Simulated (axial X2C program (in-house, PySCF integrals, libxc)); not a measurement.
# GeC⁺: from the state search to constants

Aim: find the lowest determinant of GeC⁺, scan the bond at several levels and fit the constants, once spin-free and once with spin–orbit coupling.

Program: an in-house X2C program for linear molecules on PySCF integrals. Level of theory: all-electron X2C, Ge dyall-cv3z, C dyall-v3z. These are calculated values, not measurements.

## (1) Set-up

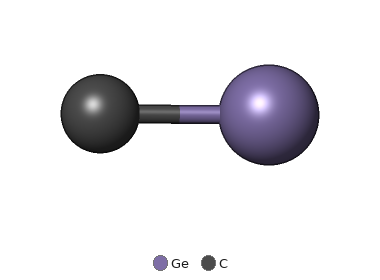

The two atoms at 1.780 Å (germanium purple, carbon dark grey).

task.json

```json
{"zs": [32, 6], "q": 1, "bas": ["dyall-cv3z", "dyall-v3z"], "levels": ["PBE0", "HF", "TPSS"], "cc": true, "r0": 1.78, "thr": -1.0, "nmax": 90, "npts": 10, "nst": 2, "ntry": 6}
```

Keys: zs atomic numbers; q charge; bas basis sets; levels methods (HF also brings MP2); cc coupled cluster on or off; r0 starting distance in Å; thr threshold in hartree for freezing inner shells (an s shell follows its p shell); nmax most natural virtual spinors; npts points asked for on the curve; nst determinants followed; ntry starts of the search.

Started as:

```console
$ python so2c.py task.json out
```

Spin-free means the one-electron spin-free X2C Hamiltonian; two-component (2c) means X2C with spin–orbit coupling and atomic mean-field two-electron Coulomb and Gaunt terms. Basis: Ge dyall-cv3z contracted to [9s9p7d4f1g], C dyall-v3z contracted to [7s6p2d1f]; Gaussian nuclei, density fitting. Masses: Ge 73.921 u, C 12.000 u.

Notation: σ, π±, δ± give the projection m of an orbital's angular momentum (0, ±1, ±2), α and β its spin, Λ and M_S the sums; ω is the projection of a spinor's total angular momentum and Ω the sum. Logs are in hartree.

The results follow Hamiltonian by Hamiltonian and level by level.

## (2) State search with PBE0

PBE0 moves the distance from 1.780 Å to 1.914 Å and compares determinants there.

Spin-free determinants:

```csv
ΔE (eV),state,open shells
0.00,"M_S = 3/2, Λ = 0","beyond closed shells: σα, π+α, π-α"
0.64,"M_S = 1/2, Λ = 0","beyond closed shells: σβ, π+α, π-α"
1.31,"M_S = 1/2, Λ = 0","beyond closed shells: σα, π+β, π-α"
1.31,"M_S = 1/2, Λ = 2","beyond closed shells: σα, π+α, π+β"
1.70,"M_S = 1/2, Λ = 1",beyond closed shells: π+α
2.11,"M_S = 1/2, Λ = 1","beyond closed shells: π+α, π+β, π-α"
3.80,"M_S = 3/2, Λ = 2","beyond closed shells: σα, 2 × π+α"
```

Two-component determinants:

| ΔE (eV) | state | open shells |
| --- | --- | --- |
| 0.00 | Ω = 3/2 | excess of +ω over −ω: ω = 3/2 |
| 0.64 | Ω = 1/2 | excess of +ω over −ω: 2 × ω = -1/2, ω = 3/2 |
| 1.26 | Ω = 1/2 | excess of +ω over −ω: ω = 1/2 |
| 1.30 | Ω = 5/2 | excess of +ω over −ω: 2 × ω = 1/2, ω = 3/2 |
| 1.35 | Ω = 1/2 | excess of +ω over −ω: ω = 1/2 |
| 3.88 | Ω = 5/2 | excess of +ω over −ω: ω = -1/2, 2 × ω = 3/2 |
| 3.88 | Ω = 7/2 | excess of +ω over −ω: ω = 1/2, 2 × ω = 3/2 |

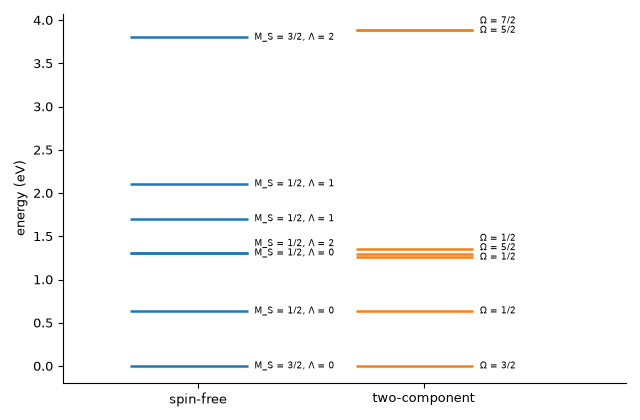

The determinants found, each set from its own lowest.

## (3) PBE0, spin-free

State followed: M_S = 3/2, Λ = 0 (beyond closed shells: σα, π+α, π-α). The scan is laid around 1.914 Å, a first estimate of the minimum, and this SCF restarts from the orbitals of the search.

Output at 1.914 Å:

```text
spin-free X2C-1e  PBE0
basis functions 150  fitting functions 871  grid points 5075
iter        total energy     max residual
   1      -2136.183337425     1.05e-05
   2      -2136.183337425     6.39e-06
converged
one-electron -3067.61344385  Coulomb 963.30696878  exact exchange -20.84430548  xc functional -64.11616424  nuclear repulsion 53.08360737
```

Along the bond, energies from the lowest point:

```
R (Å)  E (eV)  μ (D)  HOMO (eV)  LUMO (eV)  iterations
1.665  0.7971   0.34     -15.38     -11.32          12
1.742  0.3267   0.19     -15.34     -11.04          12
1.799  0.1258   0.06     -15.29     -10.85          12
1.857  0.0245  -0.06     -15.23     -10.68          11
1.914  0.0000  -0.19     -14.98     -10.54           2
1.981  0.0451  -0.33     -14.69     -10.39          11
2.048  0.1484  -0.47     -14.42     -10.26          11
2.134  0.3395  -0.62     -14.11     -10.12          12
2.239  0.6268  -0.77     -13.78     -10.00          12
2.393  1.0877  -0.92     -13.37      -9.99          12
```

Dipoles are positive if C is the positive end and refer to the centre of mass.

Outer orbitals at the reference distance:

| symmetry | occupied | ε (eV) | atomic character |
| --- | --- | --- | --- |
| σα | yes | -26.07 | 54% C s, 25% Ge s, 10% Ge p |
| σβ | yes | -23.19 | 40% Ge s, 38% C s, 10% C p |
| σα | yes | -19.93 | 44% Ge s, 23% C p, 21% C s |
| σβ | yes | -17.42 | 39% Ge s, 26% C s, 23% Ge p |
| σα | yes | -15.16 | 51% C p, 31% Ge p, 13% Ge s |
| π+α | yes | -14.98 | 71% C p, 23% Ge p, 4% Ge d |
| π-α | yes | -14.98 | 71% C p, 23% Ge p, 4% Ge d |
| π-β | no | -10.54 | 63% Ge p, 34% C p |
| π+β | no | -10.54 | 63% Ge p, 34% C p |
| σβ | no | -10.09 | 54% C p, 26% Ge p, 13% C s |
| π+α | no | -9.22 | 71% Ge p, 21% C p, 4% Ge d |

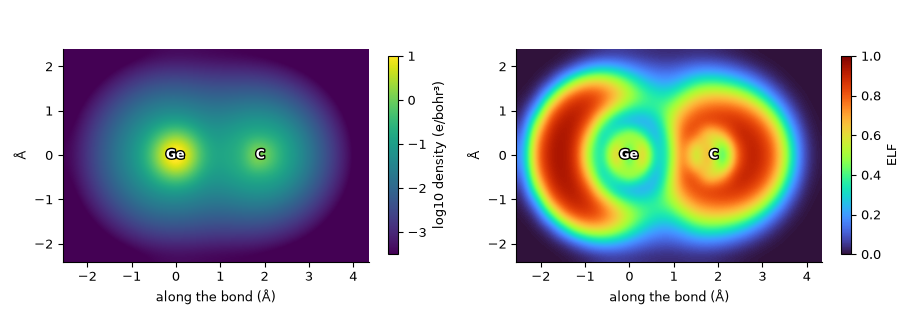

PBE0 fields in a plane through the axis, from a grid of 0.3 Å; Ge lies at z = 0 and C at z = 1.914 Å; the ELF is damped to zero where the density is low.

Re = 1.907 Å, ωe = 697 cm⁻¹, ωexe = 3.75 cm⁻¹, Be = 0.4492 cm⁻¹, De = 3.34 eV, μ = -0.18 D.

## (4) HF, spin-free

The SCF at the reference distance of 1.914 Å:

```text
spin-free X2C-1e  HF
basis functions 150  fitting functions 871  grid points 5075
iter        total energy     max residual
   1      -2134.600089617     2.62e-01
   2      -2134.626202537     8.21e-03
   3      -2134.628764550     6.40e-03
   4      -2134.629592856     4.25e-03
   5      -2134.630473319     3.18e-03
   6      -2134.631284857     1.57e-03
   7      -2134.631456536     4.71e-04
   8      -2134.631463856     1.10e-04
   9      -2134.631464242     4.48e-05
  10      -2134.631464331     2.12e-05
  11      -2134.631464349     7.68e-06
  12      -2134.631464352     3.37e-06
  13      -2134.631464352     9.50e-07
converged
one-electron -3067.73627511  Coulomb 963.56355188  exact exchange -83.54234849  xc functional 0.00000000  nuclear repulsion 53.08360737
```

Re = 1.879 Å, ωe = 773 cm⁻¹, ωexe = 3.6 cm⁻¹, Be = 0.4623 cm⁻¹, De = 2.13 eV, μ = -0.23 D.

## (5) TPSS, spin-free

Output at 1.914 Å:

```text
spin-free X2C-1e  TPSS
basis functions 150  fitting functions 871  grid points 5075
iter        total energy     max residual
   1      -2136.481071487     3.37e-02
   2      -2136.482834545     1.37e-02
   3      -2136.482771201     1.28e-02
   4      -2136.483574493     4.06e-03
   5      -2136.483618966     3.20e-03
   6      -2136.483703802     4.39e-05
   7      -2136.483703869     3.00e-05
   8      -2136.483703882     5.75e-06
   9      -2136.483703882     3.95e-06
converged
one-electron -3067.16787092  Coulomb 962.83044120  exact exchange 0.00000000  xc functional -85.22988152  nuclear repulsion 53.08360737
```

Re = 1.928 Å, ωe = 657 cm⁻¹, ωexe = 3.91 cm⁻¹, Be = 0.4391 cm⁻¹, De = 3.48 eV, μ = -0.05 D.

## (6) MP2 and beyond, spin-free

Correlated methods: 7 electrons correlated (frozen shells, counted by type: Ge 3 s, 2 p, 1 d; C 1 s), 213 virtual spinors in MP2, 89 natural virtuals in coupled cluster.

Output of the correlated part at 1.914 Å:

```text
correlated 7  virtual 213  natural virtual 89  E(MP2) -0.137271542  MP2 remainder -0.002503597
iter   CCSD correlation   residual
   1     -0.152220316   1.16e-01
   2     -0.160387361   5.70e-02
   3     -0.162111003   2.84e-02
   4     -0.163362503   1.78e-02
   5     -0.163850060   6.93e-03
   6     -0.163883865   1.60e-03
   7     -0.163897196   6.33e-04
   8     -0.163888921   2.58e-04
   9     -0.163887260   9.91e-05
  10     -0.163887555   2.63e-05
  11     -0.163887811   9.84e-06
  12     -0.163887886   3.41e-06
  13     -0.163887945   1.73e-06
  14     -0.163887998   9.64e-07
  15     -0.163888034   4.58e-07
  16     -0.163888047   1.84e-07
(T) -0.007884583  T1 0.0653  D1 0.1150  max T2 0.078
```

T1 in the output is the amplitude norm over the root of the electron number; divide by √2 for the Lee–Taylor value.

MP2: Re = 1.904 Å, ωe = 728 cm⁻¹, Be = 0.4504 cm⁻¹, De = 2.93 eV.

CCSD: Re = 1.907 Å, ωe = 717 cm⁻¹, ωexe = 3.65 cm⁻¹, Be = 0.4489 cm⁻¹, De = 2.81 eV. T1 at Re = 0.046 (Lee–Taylor, the printed value over √2).

CCSD(T): Re = 1.916 Å, ωe = 696 cm⁻¹, ωexe = 3.82 cm⁻¹, Be = 0.4447 cm⁻¹, De = 2.95 eV. T1 at Re = 0.046 (Lee–Taylor, the printed value over √2).

## (7) A higher determinant, spin-free

State: M_S = 1/2, Λ = 0 (beyond closed shells: σβ, π+α, π-α).

Output at the reference distance:

```text
spin-free X2C-1e  PBE0
basis functions 150  fitting functions 871  grid points 5075
iter        total energy     max residual
   1      -2136.159999235     6.49e-06
   2      -2136.159999234     1.08e-05
converged
one-electron -3067.46041291  Coulomb 963.14308189  exact exchange -20.83276597  xc functional -64.09350961  nuclear repulsion 53.08360737
```

```
R (Å)  E above the lowest PBE0 point (eV)
1.665                               1.436
1.742                               0.968
1.799                               0.766
1.857                               0.663
1.914                               0.635
1.981                               0.675
2.048                               0.771
2.134                               0.951
2.239                               1.223
```

Re = 1.910 Å, ωe = 684 cm⁻¹, ωexe = 3.86 cm⁻¹, Be = 0.4474 cm⁻¹, μ = -0.42 D. ⟨S²⟩ = 1.77 against 0.75 for a pure state, so this determinant mixes spins. Te = 0.64 eV.

## (8) The spin-free curves together

Energy (eV) of the followed determinant, spin-free, from each level's lowest point:

```
R (Å)   PBE0     HF    MP2   CCSD  CCSD(T)   TPSS
1.665  0.797  0.724  0.835    n/a      n/a  0.878
1.742  0.327  0.260  0.340  0.347    0.372  0.387
1.799  0.126  0.076  0.129  0.134    0.152  0.167
1.857  0.024  0.000  0.023  0.027    0.036  0.046
1.914  0.000  0.007  0.000  0.000    0.000  0.000
1.981  0.045  0.095  0.052  0.047    0.035  0.019
2.048  0.148  0.245  0.170  0.156    0.130  0.096
2.134  0.340  0.498  0.390  0.358    0.314  0.252
2.239  0.627  0.855  0.739    n/a      n/a  0.496
2.393  1.088  1.359  1.377    n/a      n/a  0.894
```

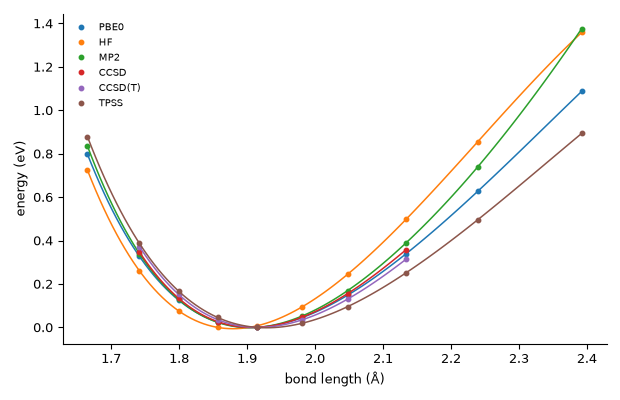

Curves of the followed state, spin-free, each from its own lowest point.

## (9) PBE0, 2c

State followed: Ω = 3/2 (excess of +ω over −ω: ω = 3/2). The scan is laid around 1.914 Å, a first estimate of the minimum, and this SCF restarts from the orbitals of the search.

Output at 1.914 Å:

```text
two-component X2C + atomic mean field  PBE0
basis functions 150  fitting functions 871  grid points 5075
iter        total energy     max residual
   1      -2135.510582555     1.04e-05
   2      -2135.510582559     1.54e-05
   3      -2135.510582562     5.53e-06
   4      -2135.510582562     3.25e-06
converged
one-electron -3065.88601361  Coulomb 962.94457766  exact exchange -20.83680813  xc functional -64.09310962  nuclear repulsion 53.08360737  atomic mean-field constant -0.72283623
```

Along the bond, energies from the lowest point:

```
R (Å)  E (eV)  μ (D)  HOMO (eV)  LUMO (eV)  iterations
1.665  0.7993   0.34     -15.38     -11.36          12
1.742  0.3283   0.18     -15.34     -11.08          12
1.799  0.1269   0.06     -15.29     -10.89          12
1.857  0.0250  -0.07     -15.23     -10.73          11
1.914  0.0000  -0.19     -14.96     -10.58           4
1.981  0.0445  -0.34     -14.68     -10.43          12
2.048  0.1473  -0.47     -14.41     -10.31          12
2.134  0.3378  -0.62     -14.11     -10.18          12
2.239  0.6242  -0.77     -13.77     -10.05          12
2.393  1.0835  -0.92     -13.35     -10.07          14
```

Dipoles are positive if C is the positive end and refer to the centre of mass.

Outer spinors at the reference distance:

```json
{"ω": "1/2", "occupied": "yes", "ε (eV)": "-26.07", "atomic character": "54% C s, 25% Ge s, 10% Ge p", "λ mixture": "100% σ"}
{"ω": "-1/2", "occupied": "yes", "ε (eV)": "-23.19", "atomic character": "40% Ge s, 38% C s, 10% C p", "λ mixture": "100% σ"}
{"ω": "1/2", "occupied": "yes", "ε (eV)": "-19.92", "atomic character": "44% Ge s, 23% C p, 21% C s", "λ mixture": "100% σ"}
{"ω": "-1/2", "occupied": "yes", "ε (eV)": "-17.42", "atomic character": "39% Ge s, 26% C s, 23% Ge p", "λ mixture": "100% σ"}
{"ω": "1/2", "occupied": "yes", "ε (eV)": "-15.16", "atomic character": "51% C p, 31% Ge p, 13% Ge s", "λ mixture": "100% σ"}
{"ω": "-1/2", "occupied": "yes", "ε (eV)": "-14.99", "atomic character": "70% C p, 24% Ge p, 4% Ge d", "λ mixture": "100% π"}
{"ω": "3/2", "occupied": "yes", "ε (eV)": "-14.96", "atomic character": "72% C p, 22% Ge p, 4% Ge d", "λ mixture": "100% π"}
{"ω": "1/2", "occupied": "no", "ε (eV)": "-10.58", "atomic character": "64% Ge p, 33% C p", "λ mixture": "100% π"}
{"ω": "-3/2", "occupied": "no", "ε (eV)": "-10.48", "atomic character": "62% Ge p, 35% C p", "λ mixture": "100% π"}
{"ω": "-1/2", "occupied": "no", "ε (eV)": "-10.10", "atomic character": "54% C p, 26% Ge p, 13% C s", "λ mixture": "100% σ"}
{"ω": "-1/2", "occupied": "no", "ε (eV)": "-9.27", "atomic character": "70% Ge p, 22% C p, 4% Ge d", "λ mixture": "100% π"}
```

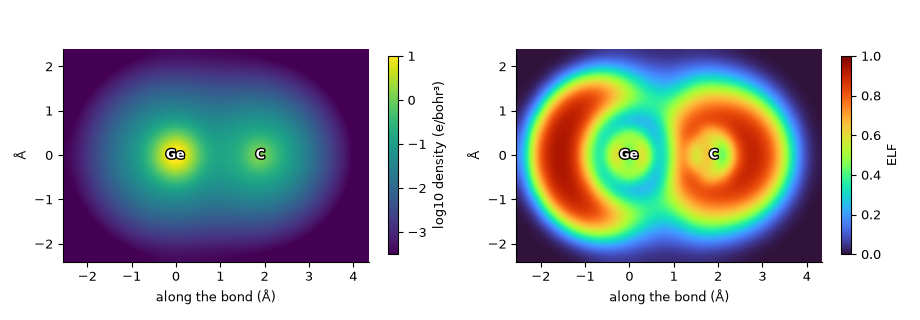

PBE0 fields in a plane through the axis, from a grid of 0.3 Å; Ge lies at z = 0 and C at z = 1.914 Å; the ELF is damped to zero where the density is low.

Re = 1.907 Å, ωe = 697 cm⁻¹, ωexe = 3.75 cm⁻¹, Be = 0.449 cm⁻¹, De = 3.31 eV, μ = -0.18 D.

## (10) HF, 2c

Output at 1.914 Å:

```text
two-component X2C + atomic mean field  HF
basis functions 150  fitting functions 871  grid points 5075
iter        total energy     max residual
   1      -2133.927897330     2.63e-01
   2      -2133.953995824     8.20e-03
   3      -2133.956556933     6.39e-03
   4      -2133.957384456     4.24e-03
   5      -2133.958264319     3.17e-03
   6      -2133.959075245     1.57e-03
   7      -2133.959247153     4.71e-04
   8      -2133.959254633     1.35e-04
   9      -2133.959255062     4.29e-05
  10      -2133.959255176     2.12e-05
  11      -2133.959255203     1.21e-05
  12      -2133.959255207     6.81e-06
  13      -2133.959255208     2.39e-06
converged
one-electron -3066.00788727  Coulomb 963.20011033  exact exchange -83.51224940  xc functional 0.00000000  nuclear repulsion 53.08360737  atomic mean-field constant -0.72283623
```

Re = 1.880 Å, ωe = 772 cm⁻¹, ωexe = 3.6 cm⁻¹, Be = 0.4621 cm⁻¹, De = 1.97 eV, μ = -0.23 D.

## (11) TPSS, 2c

Output at 1.914 Å:

```text
two-component X2C + atomic mean field  TPSS
basis functions 150  fitting functions 871  grid points 5075
iter        total energy     max residual
   1      -2135.808052810     3.37e-02
   2      -2135.809818445     1.38e-02
   3      -2135.809759853     1.29e-02
   4      -2135.810563131     3.96e-03
   5      -2135.810599962     3.23e-03
   6      -2135.810685945     4.39e-05
   7      -2135.810686012     3.00e-05
   8      -2135.810686025     5.75e-06
   9      -2135.810686026     3.96e-06
converged
one-electron -3065.43978901  Coulomb 962.46742618  exact exchange 0.00000000  xc functional -85.19909432  nuclear repulsion 53.08360737  atomic mean-field constant -0.72283623
```

Re = 1.929 Å, ωe = 657 cm⁻¹, ωexe = 3.91 cm⁻¹, Be = 0.4388 cm⁻¹, De = 3.46 eV, μ = -0.05 D.

## (12) Correlated methods, 2c

Correlated methods: 7 electrons correlated (frozen shells, counted by type: Ge 3 s, 2 p, 1 d; C 1 s), 213 virtual spinors in MP2, 90 natural virtuals in coupled cluster.

Output of the correlated part at 1.914 Å:

```text
correlated 7  virtual 213  natural virtual 90  E(MP2) -0.137239679  MP2 remainder -0.002395134
iter   CCSD correlation   residual
   1     -0.152272174   1.16e-01
   2     -0.160436707   5.70e-02
   3     -0.162164868   2.85e-02
   4     -0.163422660   1.78e-02
   5     -0.163912871   6.95e-03
   6     -0.163947160   1.62e-03
   7     -0.163960720   6.61e-04
   8     -0.163952224   2.91e-04
   9     -0.163950376   1.41e-04
  10     -0.163950445   7.90e-05
  11     -0.163951088   5.69e-05
  12     -0.163951105   3.33e-05
  13     -0.163951200   1.70e-05
  14     -0.163951330   9.90e-06
  15     -0.163951568   6.08e-06
  16     -0.163951692   3.64e-06
  17     -0.163951718   2.26e-06
  18     -0.163951690   1.42e-06
  19     -0.163951649   6.52e-07
  20     -0.163951638   2.94e-07
(T) -0.007895149  T1 0.0654  D1 0.1156  max T2 0.080
```

MP2: Re = 1.904 Å, ωe = 728 cm⁻¹, Be = 0.4502 cm⁻¹, De = 2.80 eV.

CCSD: Re = 1.908 Å, ωe = 716 cm⁻¹, ωexe = 3.63 cm⁻¹, Be = 0.4487 cm⁻¹, De = 2.69 eV. T1 at Re = 0.046 (Lee–Taylor, the printed value over √2).

CCSD(T): Re = 1.917 Å, ωe = 696 cm⁻¹, ωexe = 3.78 cm⁻¹, Be = 0.4445 cm⁻¹, De = 2.83 eV. T1 at Re = 0.046 (Lee–Taylor, the printed value over √2).

## (13) A higher determinant, 2c

State: Ω = 1/2 (excess of +ω over −ω: 2 × ω = -1/2, ω = 3/2).

Output at the reference distance:

```text
two-component X2C + atomic mean field  PBE0
basis functions 150  fitting functions 871  grid points 5075
iter        total energy     max residual
   1      -2135.487211894     1.26e-05
   2      -2135.487211894     1.44e-05
converged
one-electron -3065.73080200  Coulomb 962.77861745  exact exchange -20.82529945  xc functional -64.07049903  nuclear repulsion 53.08360737  atomic mean-field constant -0.72283623
```

```
R (Å)  E above the lowest PBE0 point (eV)
1.665                               1.440
1.742                               0.971
1.799                               0.769
1.857                               0.665
1.914                               0.636
1.981                               0.675
2.048                               0.770
2.134                               0.950
2.239                               1.221
```

Re = 1.911 Å, ωe = 683 cm⁻¹, ωexe = 3.87 cm⁻¹, Be = 0.4471 cm⁻¹, μ = -0.43 D. Te = 0.64 eV.

## (14) The 2c curves together

Energy (eV) of the followed determinant, 2c, from each level's lowest point:

```
R (Å)   PBE0     HF    MP2   CCSD  CCSD(T)   TPSS
1.665  0.799  0.726  0.838    n/a      n/a  0.880
1.742  0.328  0.261  0.341  0.349    0.374  0.388
1.799  0.127  0.077  0.130  0.135    0.153  0.168
1.857  0.025  0.000  0.024  0.027    0.036  0.046
1.914  0.000  0.006  0.000  0.000    0.000  0.000
1.981  0.045  0.093  0.052  0.046    0.034  0.019
2.048  0.147  0.243  0.168  0.155    0.130  0.095
2.134  0.338  0.496  0.388  0.357    0.313  0.250
2.239  0.624  0.852  0.737    n/a      n/a  0.494
2.393  1.084  1.353  1.383    n/a      n/a  0.891
```

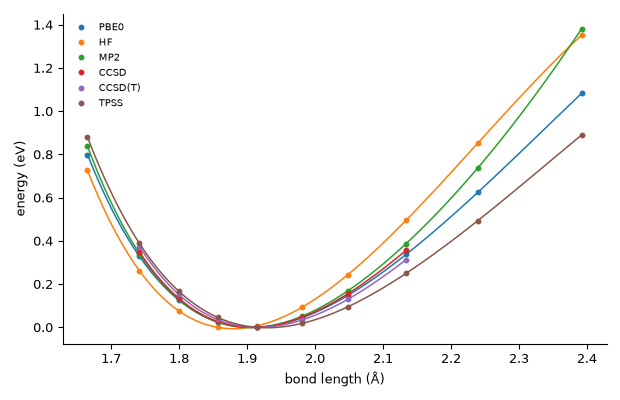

Curves of the followed state, 2c, each from its own lowest point.

The whole job took 91 s on 1 thread of Arm Neoverse V1, shared host.

## (15) What came out

Lowest determinant that the search found at its distance, spin-free: M_S = 3/2, Λ = 0 (beyond closed shells: σα, π+α, π-α).

Lowest determinant that the search found at its distance, 2c: Ω = 3/2 (excess of +ω over −ω: ω = 3/2).

```json
{"Hamiltonian": "spin-free", "level": "PBE0", "Re (Å)": "1.907", "ωe (cm⁻¹)": "697", "De (eV)": "3.34", "μ (D)": "-0.18"}
{"Hamiltonian": "spin-free", "level": "HF", "Re (Å)": "1.879", "ωe (cm⁻¹)": "773", "De (eV)": "2.13", "μ (D)": "-0.23"}
{"Hamiltonian": "spin-free", "level": "MP2", "Re (Å)": "1.904", "ωe (cm⁻¹)": "728", "De (eV)": "2.93", "μ (D)": "n/a"}
{"Hamiltonian": "spin-free", "level": "CCSD", "Re (Å)": "1.907", "ωe (cm⁻¹)": "717", "De (eV)": "2.81", "μ (D)": "n/a"}
{"Hamiltonian": "spin-free", "level": "CCSD(T)", "Re (Å)": "1.916", "ωe (cm⁻¹)": "696", "De (eV)": "2.95", "μ (D)": "n/a"}
{"Hamiltonian": "spin-free", "level": "TPSS", "Re (Å)": "1.928", "ωe (cm⁻¹)": "657", "De (eV)": "3.48", "μ (D)": "-0.05"}
{"Hamiltonian": "2c", "level": "PBE0", "Re (Å)": "1.907", "ωe (cm⁻¹)": "697", "De (eV)": "3.31", "μ (D)": "-0.18"}
{"Hamiltonian": "2c", "level": "HF", "Re (Å)": "1.880", "ωe (cm⁻¹)": "772", "De (eV)": "1.97", "μ (D)": "-0.23"}
{"Hamiltonian": "2c", "level": "MP2", "Re (Å)": "1.904", "ωe (cm⁻¹)": "728", "De (eV)": "2.80", "μ (D)": "n/a"}
{"Hamiltonian": "2c", "level": "CCSD", "Re (Å)": "1.908", "ωe (cm⁻¹)": "716", "De (eV)": "2.69", "μ (D)": "n/a"}
{"Hamiltonian": "2c", "level": "CCSD(T)", "Re (Å)": "1.917", "ωe (cm⁻¹)": "696", "De (eV)": "2.83", "μ (D)": "n/a"}
{"Hamiltonian": "2c", "level": "TPSS", "Re (Å)": "1.929", "ωe (cm⁻¹)": "657", "De (eV)": "3.46", "μ (D)": "-0.05"}
```

Dipoles are positive if C is the positive end and refer to the centre of mass.

Time per point (s) on 1 thread of Arm Neoverse V1, shared host (2c runs; CCSD comes with the CCSD(T) run); the times are rough: PBE0 0.43, HF 0.37, MP2 0.43, CCSD(T) 2.9, TPSS 0.48.

**Reading.** At CCSD(T), going from spin-free to two-component changes Re by 0 mÅ, ωe by -0.1 %, which is small (part of it comes from the scalar share of the two-electron terms). De moves by -0.12 eV; both De rest on single-determinant atoms, which can miss part of an open shell's spin–orbit lowering.

De refers to Ge+ + C, each in the lowest determinant found, which need not be this curve's own limit. The state is a single determinant with fixed occupations, the lowest that a limited PBE0 search found. De is counted from the lowest determinant-based energies of the atoms at the same level, without counterpoise correction. Density functionals use the spin component along the axis (collinear). CCSD and (T) use frozen natural virtuals with an MP2 correction for the truncation. The meta-GGAs lack a current-density term, which matters for open shells with orbital currents, atoms included. With several unpaired electrons one determinant need not be a pure state. With the outer-core shells frozen, correlated bond lengths of heavy atoms tend to come out a few hundredths of an ångström too long. T1 at Re is 0.046 (Lee–Taylor), above the customary mark of 0.02.
